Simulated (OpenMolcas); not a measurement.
# Be2S2 ((BeS)2 ring): a first try and a second

Aim: the charge distribution of Be2S2 ((BeS)2 ring) at HCTH407/6-31G* (Cartesian functions).

The results are computed with OpenMolcas 26.06.

### Step 1. Starting point

The species is Be2S2 (4 atoms), typed as a singlet with charge 0. Geometry: a GFN2-xTB relaxation, a rough one for these elements and not checked as a minimum.

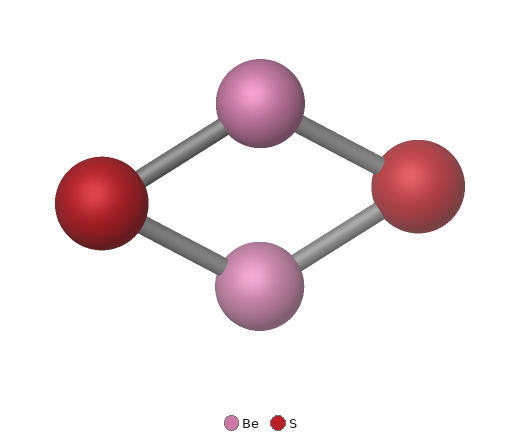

The structure, seen from a chosen angle (beryllium pink, sulfur red).

### Step 2. Try one

The input, input.xyz:

```xyz
4

Be    -0.163610     0.458440    -0.865020
S      1.547970     0.711670     0.078920
Be     0.163550    -0.458440     0.865820
S     -1.547910    -0.711670    -0.079720
```

The input, mol.input:

```
* Be2S2 Kohn-Sham DFT

&gateway
 coord=input.xyz
 basis=6-31G*
 group=NoSym

&seward

&scf
 ksdft=HYB_MGGA_XC_WB97M_V
 prorbitals=1 1

&localisation
 pao
```

The run is started by

```console
export MOLCAS_MEM=1860
pymolcas mol.input > mol.log
```

Log:

```text
--- Start Module: gateway ---

                                              &GATEWAY

                       available to each process: 1.9 GB of memory, 1 thread

++    Symmetry information:
      ---------------------

                    Character Table for C1

                             E
                    a        1  x, y, xy, Rz, z, xz, Ry, yz, Rx, I
--

++    Basis set information:
      ----------------------

      Basis set label: BE.6-31G**....

      Electronic valence basis set:
      ------------------
      Associated Effective Charge   4.000000 au
      Associated Actual Charge      4.000000 au
      Nuclear Model: Point charge

      Shell  nPrim  nBasis  Cartesian Spherical Contaminant
         s      10       3        X
         p       4       2        X
         d       1       1        X

      Basis set label: S.6-31G**....

[... 101 lines left out ...]
--- Stop Module: seward /rc=_RC_ALL_IS_WELL_ ---
--- Module seward spent 2 seconds ---

--- Start Module: scf ---

                                                &SCF

                       available to each process: 1.9 GB of memory, 1 thread

 ###############################################################################
 ###     Minimized-density-differences option turned off!                    ###
 ###############################################################################
 ###    ERROR:  Find_Functional: Range separation is not supported!          ###
 ###############################################################################
 ###############################################################################
 ###    ERROR:  Find_Functional: Non-local correlation is not                ###
 ###    supported!                                                           ###
 ###############################################################################
          Functional=HYB_MGGA_XC_WB97M_V
--- Stop Module: scf /rc=_RC_INPUT_ERROR_ ---

.####################.
.# User input error #.
.####################.

    Timing: Wall=2.45 User=2.05 System=0.39
```

Wall time 2.7 s (1 thread of Intel Xeon Platinum 8259CL at 2.50GHz (Skylake/Cascade Lake), shared host); peak memory 0.41 GiB.

### Step 3. Diagnosis

The program broke off before the end.

The log says `Stop Module: scf /rc=_RC_INPUT_ERROR_`. What is wrong: functional not served. To mend it: functional HCTH407 in place of wB97M-V.

### Step 4. Second attempt

input.xyz is that of step 2.

The input, mol.inp:

```
>>> EXPORT MOLCAS_PRINT=2

&GATEWAY
  Coord=input.xyz
  Basis=6-31G*
  Group=NoSym

&SEWARD

&SCF
  KSDFT=GGA_XC_HCTH_407
  PrOrbitals=1

&LOCALISATION
  PAO
```

The run is started by

```console
export MOLCAS_MEM=1860
pymolcas mol.inp > mol.log
```

Log:

```text
--- Start Module: gateway ---

                                              &GATEWAY

                       available to each process: 1.9 GB of memory, 1 thread

++    Symmetry information:
      ---------------------

                    Character Table for C1

                             E
                    a        1  x, y, xy, Rz, z, xz, Ry, yz, Rx, I
--

++    Basis set information:
      ----------------------

      Basis set label: BE.6-31G**....

      Electronic valence basis set:
      ------------------
      Associated Effective Charge   4.000000 au
      Associated Actual Charge      4.000000 au
      Nuclear Model: Point charge

      Shell  nPrim  nBasis  Cartesian Spherical Contaminant
         s      10       3        X
         p       4       2        X
         d       1       1        X

      Basis set label: S.6-31G**....

[... 127 lines left out ...]
      Nuclear repulsion energy =  112.62184672
[... 62 lines left out ...]
                                   [...]      iterations: Energy and convergence statistics
[... 20 lines left out ...]
 *                                             SCF/KS-DFT Program, Final results                                             *
[... 75 lines left out ...]
      Dipole Moment (debye):
[... 36 lines left out ...]
      Title: Final localised MO's
[... 19 lines left out ...]
  Index Energy  Occupation Coefficients ...

    1    0.0000    2.0000         52 S4     3s     ( 0.691),

    2    0.0000    2.0000         18 S2     3s     ( 0.690),
[... 183 lines of this table left out ...]
   68    3.8733    0.0000         18 S2     3s     (-4.460),    52 S4     3s     ( 4.460),

--

--- Stop Module: localisation /rc=_RC_ALL_IS_WELL_ ---

.##################.
.# Happy landing! #.
.##################.

    Timing: Wall=6.49 User=5.42 System=1.06
```

Run time: 6.9 s. Hardware: 1 thread of Intel Xeon Platinum 8259CL at 2.50GHz (Skylake/Cascade Lake), shared host; peak memory 0.41 GiB.

Atomic charges (e):

| atom | Mulliken |
| --- | --- |
| Be1 | +0.270 |
| S2 | -0.270 |
| Be3 | +0.270 |
| S4 | -0.270 |

### Step 5. Outcome

At HCTH407/6-31G* (Cartesian functions):

| quantity | value |
| --- | --- |
| total energy | -826.07434 Eh |
| dipole moment | 0.00 D |
| HOMO energy | -5.84 eV |
| LUMO energy | -3.47 eV |
| HOMO–LUMO gap | 2.37 eV |

**Reading.** Mulliken charges run from -0.27 on S2 to +0.27 on Be3; they depend strongly on the basis.
